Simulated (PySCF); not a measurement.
Consider B2Cl4 (SMILES ClB(Cl)B(Cl)Cl).

The calculation's input:

```
{"job": {"kind": "nmr", "xc": "PBE0", "basis": "pcSseg-2"}, "charge": 0, "multiplicity": 1}
Cl    -0.737417    -1.138899    -0.914892
B      0.070482     0.161015    -0.084972
Cl    -0.781652     1.646286     0.230311
B      1.669623    -0.017818     0.411841
Cl     2.027835    -0.700467     1.973163
Cl     2.970031     0.478137    -0.633369
```

Command:

```sh
OMP_NUM_THREADS=1 python probes_run.py task.json out
```

Geometry: PBE0-D3(BJ)/def2-TZVP.

Level of theory: PBE0/pcSseg-2, SCF density, gas phase, non-relativistic (PySCF).

Predict the electron density and electron localisation function between the atoms.

B–B (1.68 Å): ρ at the midpoint is about 1.2 e/Å³; the ELF peaks at about 1 between the atoms: a covalent bond.
B–Cl (1.74 Å): ρ at the midpoint is about 1.4 e/Å³; the ELF peaks at about 0.90 between the atoms, as expected for a polar covalent bond.

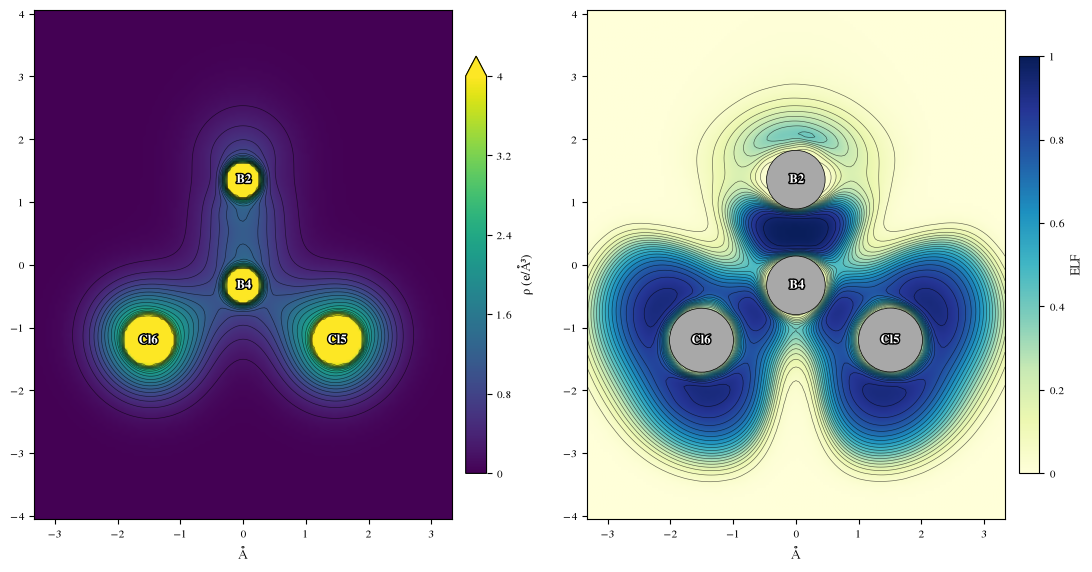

Computed electron density and electron localisation function on the plane of atoms B2, B4 and Cl6, in this order. Grey discs cover the atomic cores in the ELF map. 
